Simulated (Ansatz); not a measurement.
# CH3AlCl2 (SMILES [CH3][Al]([Cl])[Cl]): what the fields show

```xyz
7

C    -1.0879   -0.1463   -0.6881
Al    0.5430    0.4963    0.1199
Cl    2.1300   -0.8101    0.5616
Cl    0.8375    2.5207    0.6033
H    -1.8296    0.6545   -0.8314
H    -1.5470   -0.9348   -0.0681
H    -0.8809   -0.6020   -1.6713
```

Geometry: r2SCAN-D4/def2-SVP.

Computed with isolated molecule in a Gaussian basis; Kohn-Sham density functional theory, functional PBE0 in Ansatz.

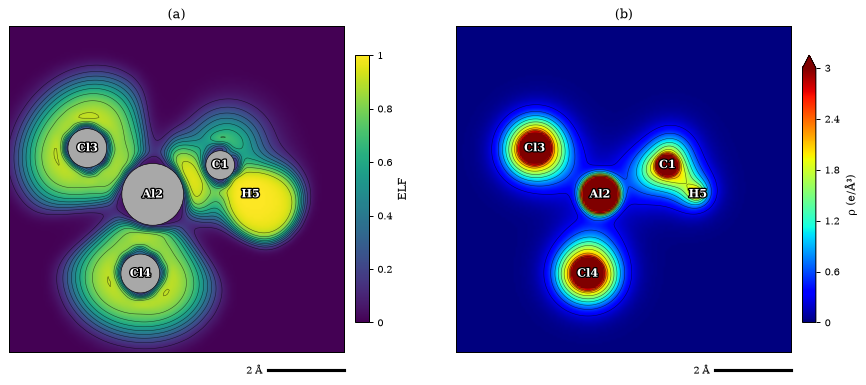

Figure 1. (a) ELF; (b) electron density on the plane of atoms Al2, C1 and H5. Grey discs cover the atomic cores in the ELF map.

### What do the fields say about this system?

Atoms in the plane: C, Al, Cl and H.
C–Al (1.93 Å): the density is about 0.75 e/Å³ at the midpoint; the ELF peaks at about 0.95 between the atoms: a polar covalent bond.
Al–Cl (2.10 Å): ρ is about 0.74 e/Å³ halfway; the ELF peaks at about 0.85 in the valence shell of Cl, 1.0 Å from its nucleus, and is about 0.85 at the midpoint.
C–H (1.10 Å): ρ is about 1.9 e/Å³ halfway; the ELF climbs to about 1 towards the hydrogen, as it does in any bond to H: a covalent bond by its length.
The ELF also peaks beside Cl4 and Cl3, away from the bonds: lone-pair regions.

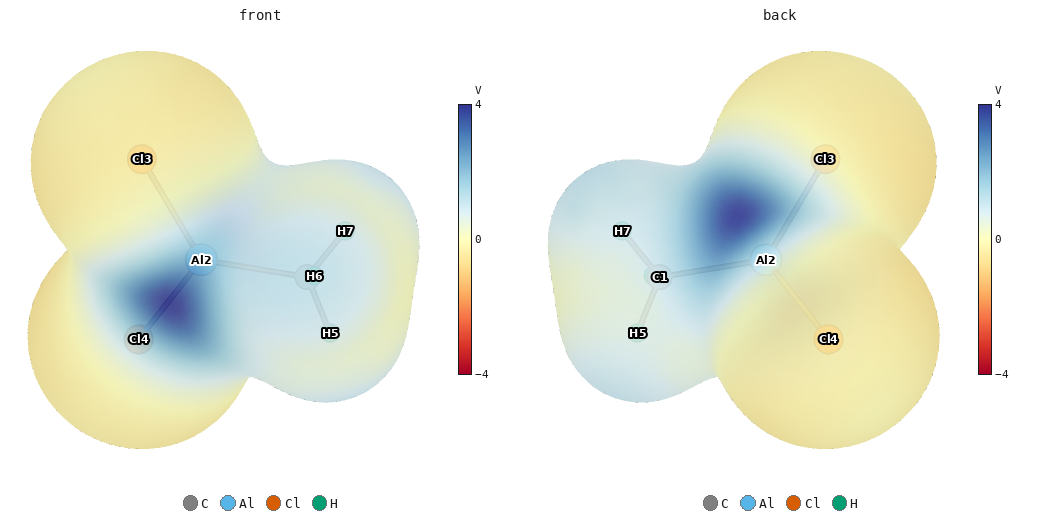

Figure 2. The molecular electrostatic potential painted on the density surface at 0.002 e/bohr³, seen from the front and from behind; red is negative and blue positive.

### Where is the surface potential most negative and most positive?

The most negative region (about −0.6 V, or −14 kcal/mol for a unit charge) lies over Cl3 and Cl4, the most positive (about +3.7 V, or +85 kcal/mol for a unit charge) over Al2.

### What dipole moment does the calculation give?

Its dipole moment is 2.13 D.

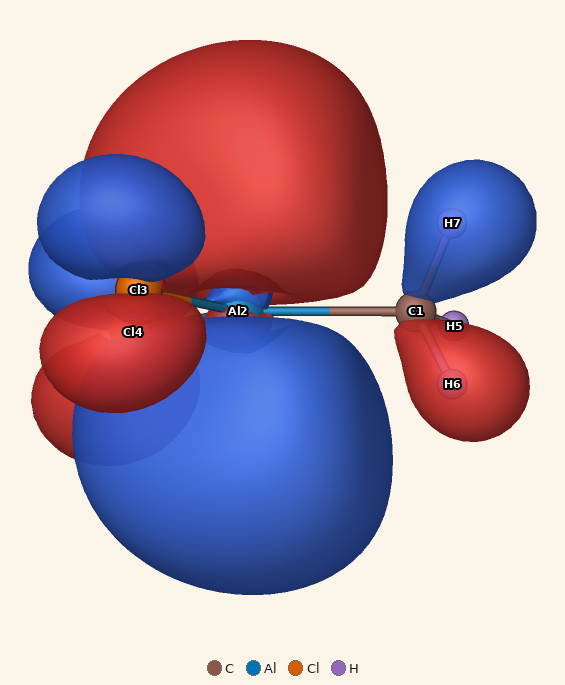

Figure 3. The LUMO at ±0.06 Å⁻³ᐟ² (blue and red are the two phases), seen from one side.

### Describe this orbital and give its energy.

By Hirshfeld shares it lies mainly on Al2 (about 65 %), Cl4 (about 10 %), Cl3 (about 10 %) and C1 (about 5 %). Its energy is −0.97 eV.
